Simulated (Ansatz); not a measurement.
# UMP2/STO-3G run of SiF3 (trifluorosilyl)

What is the vertical electron affinity of SiF3 (trifluorosilyl) at UMP2/STO-3G? 

The results are computed with Ansatz 0.2.0.

9 further runs of the same task are left out: 7 that didn't finish, 2 set aside as unsound or not needed.

## (1) The system as given

SiF3 has 4 atoms, charge 0, and is taken as a doublet. As SMILES, `F[Si](F)F`. Geometry: relaxed at PBE0-D4/def2-TZVP.

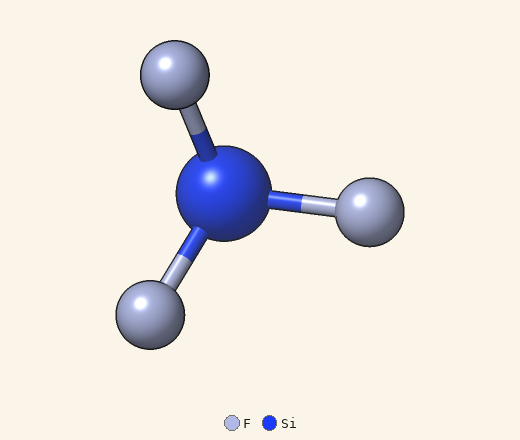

The structure, seen from a chosen angle (fluorine light blue, silicon blue).

## (2) A single-point energy at UMP2/STO-3G

Contents of in.yaml:

```yaml
crystal:
  periodic: [false, false, false]
  atoms:
    - {symbol: F, position_ang: [0.784850, -0.507040, 1.151700]}
    - {symbol: Si, position_ang: [-0.282750, 0.213060, 0.234280]}
    - {symbol: F, position_ang: [-0.994260, -0.892250, -0.644340]}
    - {symbol: F, position_ang: [0.492160, 1.186230, -0.741640]}
basis:
  gaussian: {orbitals: STO-3G}
correlation: {method: mp2, frozen_orbitals: {F: 1, Si: 5}}
accuracy: high
magnetization: {spin_polarized: true, initial_magnetization: 1}
```

Run with:

```sh
$ ansatz run in.yaml --threads 1 --pin off --max-ram 3480MiB --events-out events.jsonl --progress --plain --runs-dir runs
```

Log:

```text
Warning: RAYON_NUM_THREADS=1 ignored (pool sized by the plan → 1); use --threads N
Functional definition: HF
  name "HF"
  exchange = exact_x
  correlation = 0
460 factors; integrals over basis functions are off by at most 3.1e-8 eV
mean field evaluation 1: about -15771.9986 eV, gradient 1.8e1 eV
mean field evaluation 2: about -15772.0812 eV, gradient 1.8e1 eV
mean field evaluation 4: about -15775.1050 eV, gradient 1.2e0 eV
mean field evaluation 8: about -15775.1343 eV, gradient 1.1e-7 eV
mean field -15775.13431364 eV, -579.7254932562 hartree, gradient 2.1e-8 eV, S^2 0.757352; 0 other end points of the search recorded, 0 dependent functions left out
8 core orbitals not correlated: weight in the atoms' cores, before any rotation towards them, 1.000 or more for the frozen orbitals, at most 0.000 for the correlated occupied ones
reference -15775.13431364 eV, -579.7254932562 hartree; 13, 12 occupied and 3, 4 virtual orbitals, 460 factors
second order -1.92037273 eV of doubles, -0.00000000 eV of singles
Total energy: -15777.05468637 eV, -579.7960656523 hartree
```

Wall time 0.26 s (1 thread of Intel Xeon Platinum 8375C at 2.90GHz (Ice Lake), shared host).

## (3) The singlet anion at the same level

Contents of run.yaml:

```yaml
crystal:
  periodic: [false, false, false]
  atoms:
    - {symbol: F, position_ang: [0.784850, -0.507040, 1.151700]}
    - {symbol: Si, position_ang: [-0.282750, 0.213060, 0.234280]}
    - {symbol: F, position_ang: [-0.994260, -0.892250, -0.644340]}
    - {symbol: F, position_ang: [0.492160, 1.186230, -0.741640]}
basis:
  gaussian: {orbitals: STO-3G}
total_charge: -1
correlation: {method: mp2, frozen_orbitals: {F: 1, Si: 5}}
accuracy: high
```

Run with:

```sh
$ ansatz run run.yaml --threads 1 --pin off --max-ram 3480MiB --events-out events.jsonl --progress --plain --runs-dir runs
```

Log:

```text
Warning: RAYON_NUM_THREADS=1 ignored (pool sized by the plan → 1); use --threads N
[... 4 set-up lines as earlier in the session ...]
460 factors; integrals over basis functions are off by at most 3.1e-8 eV
mean field evaluation 1: about -15768.6650 eV, gradient 1.5e1 eV
mean field evaluation 2: about -15768.7750 eV, gradient 1.5e1 eV
mean field evaluation 4: about -15769.9084 eV, gradient 1.1e0 eV
mean field evaluation 8: about -15769.9199 eV, gradient 3.0e-6 eV
mean field -15769.91988811 eV, -579.5338666523 hartree, gradient 2.8e-8 eV, S^2 0.000000; 0 other end points of the search recorded, 0 dependent functions left out
8 core orbitals not correlated: weight in the atoms' cores, before any rotation towards them, 1.000 or more for the frozen orbitals, at most 0.000 for the correlated occupied ones
reference -15769.91988811 eV, -579.5338666523 hartree; 13, 13 occupied and 3, 3 virtual orbitals, 460 factors
second order -1.51236206 eV of doubles, -0.00000000 eV of singles
Total energy: -15771.43225017 eV, -579.5894449330 hartree
```

Wall time 0.22 s (1 thread of Intel Xeon Platinum 8375C at 2.90GHz (Ice Lake), shared host).

## (4) What came out

Level: UMP2/STO-3G, 8 core orbitals frozen.

| quantity | value |
| --- | --- |
| doublet SiF3: total energy | -579.79607 Eh |
| doublet SiF3: correlation energy (8 core orbitals frozen) | -70.6 mEh |
| doublet SiF3: ⟨S²⟩ of the reference determinant | 0.757 |
| singlet anion: total energy | -579.58944 Eh |
| singlet anion: correlation energy (8 core orbitals frozen) | -55.6 mEh |
| vertical electron affinity (to the singlet anion) | -5.622 eV |

In words: The anion lies 5.62 eV (130 kcal/mol) above the neutral: the electron isn't bound at this level, and such a value depends on the basis. Without diffuse functions anions come out too high. In a minimal basis such a difference can be off by several eV, whatever the method.
